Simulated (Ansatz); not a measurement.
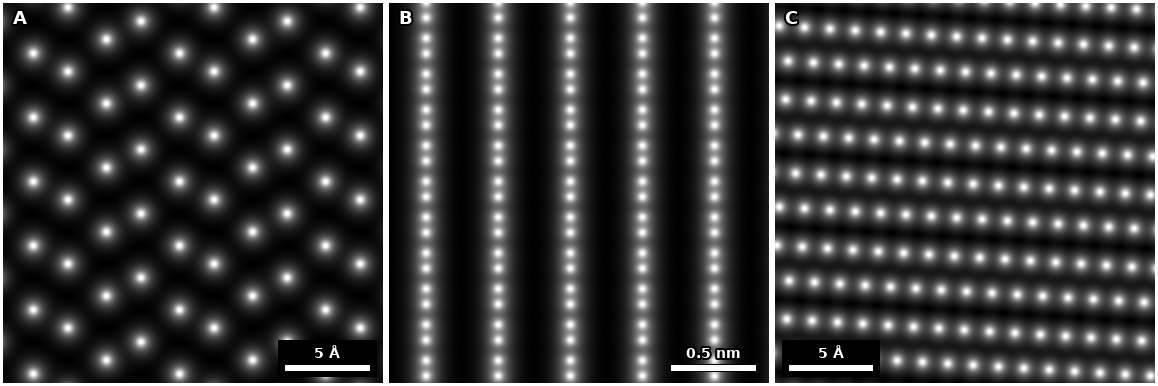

Three views of Br (Cmce, No. 64) along different zone axes. Computed as the sum of neutral-atom potentials (tabulated electron scattering factors, B = 0.5 Å²) projected along the beam and smoothed by 0.25 Å; brighter is more positive. The display is stretched by a gamma of 0.6; percentages refer to the linear signal. Atomic positions: coordinates from a relaxation with DFT PBE, scalar-relativistic, plane waves, PAW (Ansatz).

```
Br
1.0
     8.59570    0.00000    0.00000
     0.00000    4.26954    0.00000
     0.00000    0.00000    8.71332
Br
8
Direct
  0.50000 0.14173 0.61836
  0.50000 0.85827 0.38164
  0.50000 0.64173 0.88164
  0.50000 0.35827 0.11836
  0.00000 0.64173 0.61836
  0.00000 0.35827 0.38164
  0.00000 0.14173 0.88164
  0.00000 0.85827 0.11836
```

Match the panels to the zone axes [001], [110] and [120].

Answer. A is [110]: projected cell 3.82 × 8.71 Å, 90°, plane group p2gg. B is [001]: projected cell 2.13 × 4.30 Å, 90°. C is [120]: projected cell 1.51 × 8.71 Å, 90°.
